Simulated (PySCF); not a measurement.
The calculation's input:

```
{"job": {"kind": "nmr", "xc": "PBE0", "basis": "pcSseg-1"}, "charge": 0, "multiplicity": 1}
C     -2.047030    -1.582187     0.125504
O     -1.408581    -0.315361     0.113161
C     -0.080618    -0.331134    -0.008161
N      0.562591    -1.478582    -0.110619
N      1.870255    -1.475392    -0.229574
C      2.498792    -0.330126    -0.242288
N      1.931586     0.877917    -0.143371
C      0.625438     0.907015    -0.023667
C     -0.083262     2.207613     0.092684
H     -1.686526    -2.183904     0.961991
H     -3.110099    -1.377883     0.229565
H     -1.847404    -2.120443    -0.802971
H      3.573890    -0.358727    -0.341178
H     -0.637657     2.241655     1.029017
H      0.635085     3.020798     0.055506
H     -0.804059     2.307684    -0.717008
```

Launched as:

```sh
OMP_NUM_THREADS=1 python probes_run.py task.json out
```

Geometry: GFN2-xTB.

These are results of PySCF 2.14.0, PBE0/pcSseg-1, SCF density, gas phase, non-relativistic, not measurements.

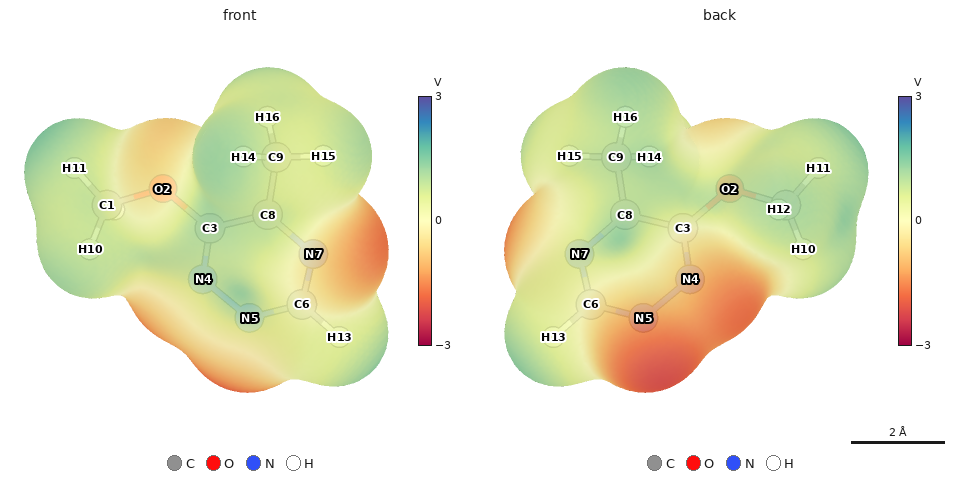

C₅H₇N₃O (SMILES COc1nncnc1C). The electrostatic potential painted on the density surface at 0.004 e/bohr³, seen from the front and from behind; the colour scale runs from red (negative) to blue (positive).

Question: Describe the electrostatic potential map.

Answer: The most negative region (about −2.2 V) lies over N5, the most positive (about +1.4 V) over H11. N5 is the likeliest acceptor of a hydrogen bond.

Question: What dipole moment does the calculation give?

Answer: Its dipole moment is 2.76 D.
